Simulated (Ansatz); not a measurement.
Computed scan of one atom of the cell: As (A7 type, space group R-3m)

As (A7 type, space group R-3m)

```
As
1.0
    1.89173     1.09219     3.36977
   -1.89173     1.09219     3.36977
    0.00000    -2.18438     3.36977
As
2
Direct
  0.23028   0.23028   0.23028
  0.76972   0.76972   0.76972
```

In each cell atom 2 (As, nearest neighbour As at 2.535 Å; its periodic images, 3.8 Å or more away, move with it) moves by s·(0.000, 0.000, 1.000) (along Cartesian z), the rest being held.

Computed with PBE-D3(BJ) (plane waves to 420 eV, PAW, scalar-relativistic; Ansatz, a quantum-chemistry and plane-wave program). k mesh 9×9×9 (Γ-centred), Fermi-Dirac smearing 0.05 eV. E stands for the smeared free energy. With partly filled bands, energies and forces of such displacements shift with the k mesh and the smearing. As was relaxed with its symmetry unable to fall. The zero of ΔE is the undisplaced structure.

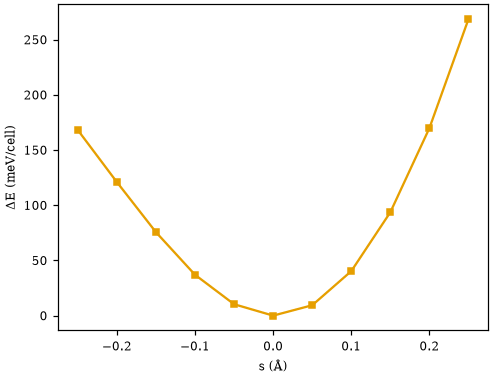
Figure. ΔE (meV/cell) against s (Å); one marker a computed point.

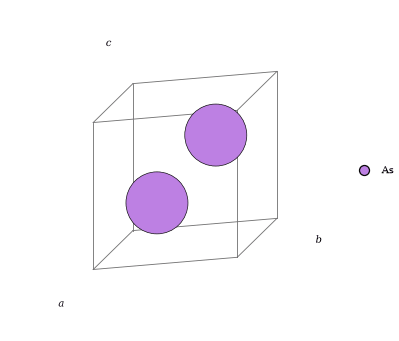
Figure: The cell of the calculation at s = 0.250 Å.

The force along the line at s = -0.250 Å comes out as 0.920 eV/Å and the force constant k = d²E/ds² at s = 0 (finite differences) is 7.94 eV/Å². The energy at s = 0.250 Å is 269 meV/cell. The zone-centre optical wavenumber from k comes out as 240 cm⁻¹. Symmetry of the curve: not even: the positive side lies higher at ±0.250 Å.

The forces along the line at the two nearest points give (0.385 − (-0.399)) / (2·0.050) = 7.84 eV/Å²; the next pair corrects for the finite step.

(A displaced cell: forces are minus the slopes of the energy, force constants its curvatures, and phonons follow from these.)
